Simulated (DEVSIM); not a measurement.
Device: illuminated Si p-on-n cell, one wavelength, at 300 K.

| layer (left to right) | material | thickness (μm) | Nd (cm⁻³) | Na (cm⁻³) | τn (s) | τp (s) | absorption coefficient (cm⁻¹) |
|---|---|---|---|---|---|---|---|
| 1 | Si | 0.0590 | - | 1e18 | 5.1e-7 | 2e-7 | 8000 |
| 2 | Si | 120 | 1.2e16 | - | 2.2e-6 | 2.2e-6 | 8000 |

Left contact: ohmic, minority electron recombination velocity 500 cm/s. Right contact: ohmic, minority hole recombination velocity 8000 cm/s. Voltage is applied to the left contact. Recombination: SRH at mid-gap, radiative, Auger. Gap narrowing is on: ΔEg = 6.92 meV × (l + √(l² + 0.5)), l = ln(N/1.3e17 cm⁻³), shared equally by both band edges. Light enters at the left, 1.3e18 photons cm⁻² s⁻¹, one pass, no reflection. Mobility is μmin + (μ − μmin)/(1 + (N/Nref)^α).

The device is made up for the run: typed textbook-type constants, with dimensions and the other settings drawn at random. Values at 300 K.

```tsv
parameter	Si
gap (eV)	1.124
affinity (eV)	4.05
permittivity	11.7
Nc (cm⁻³)	2.86e19
Nv (cm⁻³)	3.1e19
μn (cm²/Vs)	1417
μp (cm²/Vs)	470
μn,min	52
μp,min	45
Nref,n	9.7e16
Nref,p	2.2e17
αn	0.68
αp	0.72
B (cm³/s)	4.7e-15
Cn (cm⁶/s)	2.8e-31
Cp (cm⁶/s)	9.9e-32
```

DEVSIM, 1D drift-diffusion, Boltzmann statistics, complete ionisation; no tunnelling, impact ionisation, image-force lowering or self-heating.

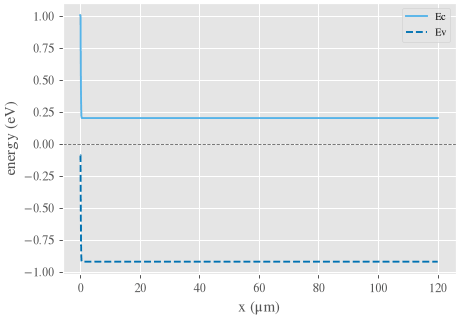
Band edges at zero bias, in the dark

Energies count from the Fermi level of the right contact; mesh points crowd at the junctions.

```
x (μm)   Ec (eV)  Ev (eV)  n (cm⁻³)  p (cm⁻³)  field (V/cm)
-------  -------  -------  --------  --------  ------------
0.000      1.006   -0.089       360    1.0e18           ≈ 0
0.02013    1.006   -0.089       360    1.0e18           ≈ 0
0.04097    1.006   -0.089       360    9.8e17         -1200
0.06000    0.982   -0.141       920    1.3e17        -62000
0.1072     0.749   -0.375   7600000    1.6e13        -44000
0.1919     0.443   -0.681    1.0e12     1.1e8        -28000
0.3756     0.208   -0.915    9.1e15     13000         -1800
1.019      0.201   -0.922    1.2e16     10000           ≈ 0
2.172      0.201   -0.922    1.2e16     10000           ≈ 0
4.675      0.201   -0.922    1.2e16     10000           ≈ 0
10.11      0.201   -0.922    1.2e16     10000           ≈ 0
29.14      0.201   -0.922    1.2e16     10000           ≈ 0
62.46      0.201   -0.922    1.2e16     10000           ≈ 0
93.54      0.201   -0.922    1.2e16     10000           ≈ 0
110.5      0.201   -0.922    1.2e16     10000           ≈ 0
115.7      0.201   -0.922    1.2e16     10000           ≈ 0
118.1      0.201   -0.922    1.2e16     10000           ≈ 0
119.2      0.201   -0.922    1.2e16     10000           ≈ 0
119.8      0.201   -0.922    1.2e16     10000           ≈ 0
119.9      0.201   -0.922    1.2e16     10000           ≈ 0
120.0      0.201   -0.922    1.2e16     10000           ≈ 0
120.1      0.201   -0.922    1.2e16     10000           ≈ 0
```
